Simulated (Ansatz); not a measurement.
Molecular dynamics of GaSi2NH8 (part 2 of 2)

Continued. System: GaSi2NH8, SMILES [SiH3][N]([SiH3])[GaH2]. Method: UKS PBE-d3bj/6-31G* (Ansatz 0.2.0). The geometry comes from this level: PBE0-D4/def2-TZVP.

Geometry of the input (Å):
```
Si -0.4294  1.3991  -0.8002
N  -0.0562  -0.1195  -0.0487
Si 1.0161  -0.1435  1.3150
Ga -0.7919  -1.6945  -0.6946
H  -1.3914  1.1752  -1.9097
H  -1.0301  2.3439  0.1824
H  0.7986  2.0426  -1.3447
H  1.2061  -1.5459  1.7662
H  2.3410  0.4374  0.9595
H  0.4650  0.6593  2.4421
H  -1.7413  -1.5546  -1.9236
H  -0.3865  -2.9995  0.0564
```

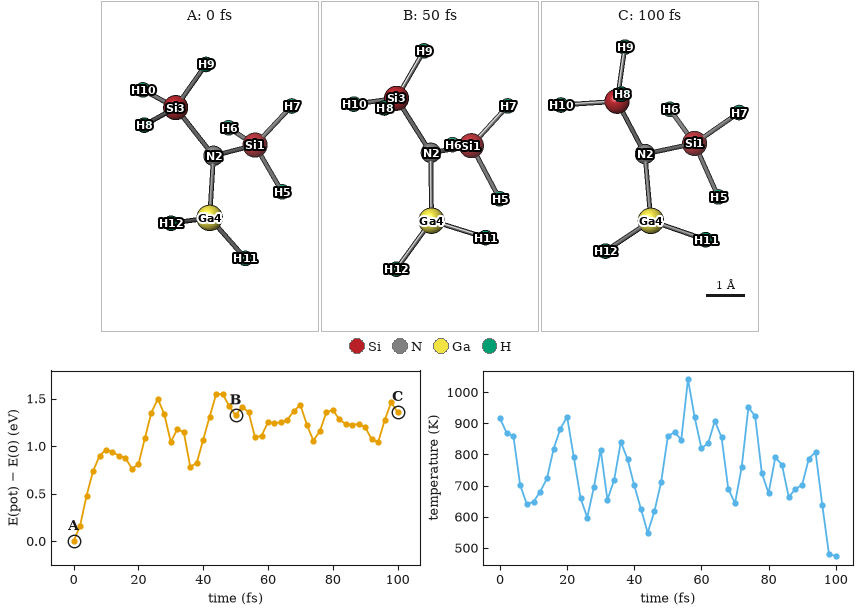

Frames of the molecular dynamics (ball-and-stick, seen at a tilt) above the curves, on which the letters mark them. The trajectory kept here has 51 frames over 100 fs. The temperature starts at 917 K, ranges from 474 to 1041 K and averages 775 K over the second half. The potential energy ends 1.358 eV above its first value. After an unweighted best fit of the last frame on the first, the root-mean-square displacement is 0.82 Å, and H12 has moved furthest (1.40 Å).

```
Total energy: -69726.36781322 eV, -2562.3967549063 hartree
Atom 0 at     0.238105     1.175877    -0.960209 Å, force     0.194734     0.020489    -0.155408 eV/Å
Atom 1 at     0.098583    -0.214956     0.127849 Å, force    -0.880896    -0.443855    -1.768157 eV/Å
Atom 2 at     1.375483    -0.391470     1.271435 Å, force     1.054586    -1.628560     2.043058 eV/Å
Atom 3 at    -0.992612    -1.744267    -0.691267 Å, force     2.005582     0.482091    -0.896319 eV/Å
Atom 4 at    -0.916629     0.956802    -2.033360 Å, force     0.616585     0.605884     0.965021 eV/Å
Atom 5 at     0.371698     2.392484     0.047329 Å, force    -0.506665    -0.580095    -1.067348 eV/Å
Atom 6 at     1.511013     1.264049    -1.836516 Å, force    -0.486385    -0.080526     0.363632 eV/Å
Atom 7 at     2.225247    -1.677577     1.127085 Å, force    -0.375755     0.442824    -0.353667 eV/Å
Atom 8 at     2.496555     0.618112     1.595218 Å, force    -0.734144     0.171670    -0.798450 eV/Å
Atom 9 at     0.820288    -0.634054     2.664741 Å, force    -0.151660     0.160338    -0.208617 eV/Å
Atom 10 at    -0.686559    -2.346781    -2.295421 Å, force    -0.225938     0.959040     1.188319 eV/Å
Atom 11 at    -1.856804    -2.679661     0.153342 Å, force    -0.510043    -0.109300     0.687935 eV/Å
Dipole moment:    -0.305243    -0.026668    -0.217931 e Å
```

### Trajectory as extended XYZ (Å, eV, eV/Å), 8 of the 51 frames kept, from step=0 to step=50
```
12
Properties=species:S:1:pos:R:3:forces:R:3 step=0 time_fs=0.0 energy=-69727.72564 temperature=916.7
Si   -0.4294    1.3991   -0.8002   -0.0990   0.3505  -0.1914
N    -0.0562   -0.1195   -0.0487   -0.1517  -0.3225  -0.1314
Si    1.0161   -0.1435    1.3150    0.2521  -0.0249   0.3240
Ga   -0.7919   -1.6945   -0.6946   -0.0868  -0.1861  -0.0764
H    -1.3914    1.1752   -1.9097   -0.1554  -0.0328  -0.1808
H    -1.0301    2.3439    0.1824   -0.1013   0.1719   0.1574
H     0.7986    2.0426   -1.3447    0.2018   0.1235  -0.0947
H     1.2061   -1.5459    1.7662    0.0328  -0.2260   0.0759
H     2.3410    0.4374    0.9595    0.2297   0.0990  -0.0460
H     0.4650    0.6593    2.4421   -0.0803   0.1363   0.1996
H    -1.7413   -1.5546   -1.9236   -0.0978   0.0371  -0.1293
H    -0.3865   -2.9995    0.0564    0.0560  -0.1259   0.0931
12
Properties=species:S:1:pos:R:3:forces:R:3 step=7 time_fs=14.0 energy=-69726.82893 temperature=723.2
Si   -0.3796    1.3540   -0.7810   -0.3515   0.4058   0.9358
N    -0.0424   -0.1973   -0.0424    1.2836   0.7449   1.0982
Si    1.1211   -0.1068    1.4532   -2.2356   0.3632  -2.6394
Ga   -0.8448   -1.6904   -0.7540    0.8175  -0.1916   2.2342
H    -1.4165    1.1799   -1.7859   -0.4787  -0.2462  -0.8435
H    -1.0926    2.1564    0.2758    0.1495   0.2526   0.0444
H     0.6788    2.2655   -1.3429    0.2845  -0.2989   0.0392
H     1.5034   -1.4577    1.7370    0.2413  -1.1808   0.6338
H     2.2448    0.4654    0.6758    0.5221   0.6478   0.5927
H     0.3902    0.6126    2.5705    0.5584   0.0055  -0.1290
H    -1.1232   -1.8868   -2.1526   -0.6543  -0.0149  -2.2379
H    -0.8693   -2.7614    0.3628   -0.1366  -0.4875   0.2715
12
Properties=species:S:1:pos:R:3:forces:R:3 step=14 time_fs=28.0 energy=-69726.39010 temperature=696.5
Si   -0.3605    1.3381   -0.7595    3.2869  -0.7639   1.5241
N     0.1089   -0.2447    0.0718   -1.0156   0.7413  -0.8874
Si    1.1472   -0.1051    1.4779    0.3986   2.4084   0.5301
Ga   -0.8946   -1.7103   -0.7785    1.1955   0.4785  -0.3488
H    -1.0382    0.8988   -1.9276   -1.3574  -0.2366  -1.1647
H    -0.9256    2.3113    0.2256   -0.4334  -0.0012  -0.2047
H     0.9522    1.9667   -1.3185   -0.7515  -0.0865   0.3279
H     1.7291   -1.2734    2.0716    0.3895  -1.4302  -0.0552
H     2.2569    0.9549    1.2824   -0.1120  -0.6928  -0.7387
H     0.8404    0.6566    2.7899   -1.0636  -0.4176  -0.4175
H    -0.7572   -1.9803   -2.4702   -0.2571   0.4108   1.4802
H    -1.5090   -2.5270    0.3964   -0.2799  -0.4102  -0.0452
12
Properties=species:S:1:pos:R:3:forces:R:3 step=21 time_fs=42.0 energy=-69726.41533 temperature=625.1
Si   -0.2484    1.2417   -0.7454    1.2814   0.5870  -0.9620
N     0.1232   -0.2422    0.0519    0.0512  -0.6204   0.4659
Si    1.2073   -0.0801    1.4733   -1.4527  -0.4318  -1.0095
Ga   -0.9093   -1.7089   -0.7594    0.7157   0.8804  -1.6806
H    -1.1131    0.8073   -1.8342   -0.4055  -0.2149  -1.0519
H    -1.1331    2.3083   -0.2046    0.0400   0.1937   0.7183
H     1.1032    1.9072   -1.2362   -1.0428  -0.2930   0.3190
H     1.7959   -1.4098    1.6351    0.2653  -0.6334   0.5219
H     2.4019    0.8066    1.1697   -0.4915   0.2155   0.2628
H     0.1589    0.2701    2.5249    0.9483   0.1950   0.3123
H    -0.5714   -1.7197   -2.5691   -0.3623  -0.0975   1.9559
H    -2.0724   -2.6325   -0.1401    0.4531   0.2195   0.1479
12
Properties=species:S:1:pos:R:3:forces:R:3 step=29 time_fs=58.0 energy=-69726.61845 temperature=919.0
Si   -0.0293    1.1608   -0.8180    1.5068   1.4865  -1.0193
N     0.1325   -0.2993    0.0589   -0.4785  -1.1471  -0.7221
Si    1.1903   -0.1611    1.3775    0.3250   0.5860   3.1439
Ga   -0.9087   -1.6977   -0.7593    0.4232   0.1659  -1.2628
H    -0.7599    0.9133   -2.0382   -0.7898  -0.3101  -0.9106
H    -0.7545    2.0248    0.0537   -0.8682   1.1788   0.7211
H     1.2027    2.0293   -1.3207   -0.5837  -0.9608   0.5332
H     1.8751   -1.4413    1.5836    0.4765  -0.4818   0.0052
H     2.1360    1.0262    1.3695    0.0036  -0.2808  -0.7560
H     0.6492    0.2121    2.8372   -0.1509  -0.5146  -1.1563
H    -0.5151   -1.8583   -2.3823   -0.1488   0.1220   0.9938
H    -2.1723   -2.5171   -0.2598    0.2848   0.1561   0.4300
12
Properties=species:S:1:pos:R:3:forces:R:3 step=36 time_fs=72.0 energy=-69726.50122 temperature=759.1
Si    0.0691    1.1815   -0.8742    1.6225  -1.3527   0.3007
N     0.0790   -0.3689    0.0423   -0.0456   1.0143   0.1743
Si    1.2334   -0.2685    1.3527    0.1586   1.1501   0.1460
Ga   -0.9152   -1.7130   -0.7525   -1.0946  -0.4825   2.4357
H    -0.7370    0.9023   -2.1169   -0.2171   0.2595   0.0910
H    -0.4220    2.2216    0.0675   -0.2231   0.4199  -0.2537
H     1.5595    1.4533   -1.2750   -1.0733   0.2299  -0.0463
H     2.2235   -1.3289    1.4825    0.4289  -0.9377  -0.3163
H     1.9791    0.9219    0.7174    0.1124  -0.1831   1.0229
H     0.9304   -0.1073    2.8784   -0.3977   0.2499  -0.9330
H    -0.2524   -2.0491   -2.0289    0.1575  -0.5197  -1.5896
H    -2.0185   -2.3130    0.3624    0.5716   0.1521  -1.0317
12
Properties=species:S:1:pos:R:3:forces:R:3 step=43 time_fs=86.0 energy=-69726.50091 temperature=663.4
Si    0.1807    1.1579   -0.9070   -0.7091   2.3176  -2.0845
N     0.0352   -0.2751   -0.0058    1.1825  -0.5573   1.8312
Si    1.3335   -0.3458    1.3323   -1.7342   1.5657  -1.0981
Ga   -0.9569   -1.7285   -0.7297   -0.5335  -0.1124   1.3404
H    -1.0354    1.1364   -1.9067    0.9076  -0.3979   0.0500
H    -0.2673    2.5825   -0.4149    0.5491  -0.9349   0.4834
H     1.5933    1.4520   -1.5878   -1.0963  -0.4219   0.4524
H     2.0804   -1.5431    0.9288    0.5647  -0.4830   0.4993
H     2.1575    0.9946    1.1449   -0.4649  -1.1046   0.1323
H     0.6772   -0.2368    2.7260    0.5054  -0.4122  -0.5579
H    -0.5902   -2.4443   -2.0241    0.3179  -0.0190  -0.8842
H    -2.1321   -2.4824    0.1475    0.5108   0.5601  -0.1644
12
Properties=species:S:1:pos:R:3:forces:R:3 step=50 time_fs=100.0 energy=-69726.36776 temperature=474.3
Si    0.2381    1.1759   -0.9602    0.1947   0.0205  -0.1554
N     0.0986   -0.2150    0.1278   -0.8809  -0.4439  -1.7682
Si    1.3755   -0.3915    1.2714    1.0546  -1.6286   2.0431
Ga   -0.9926   -1.7443   -0.6913    2.0056   0.4821  -0.8963
H    -0.9166    0.9568   -2.0334    0.6166   0.6059   0.9650
H     0.3717    2.3925    0.0473   -0.5067  -0.5801  -1.0673
H     1.5110    1.2640   -1.8365   -0.4864  -0.0805   0.3636
H     2.2252   -1.6776    1.1271   -0.3758   0.4428  -0.3537
H     2.4966    0.6181    1.5952   -0.7341   0.1717  -0.7984
H     0.8203   -0.6341    2.6647   -0.1517   0.1603  -0.2086
H    -0.6866   -2.3468   -2.2954   -0.2259   0.9590   1.1883
H    -1.8568   -2.6797    0.1533   -0.5100  -0.1093   0.6879
```
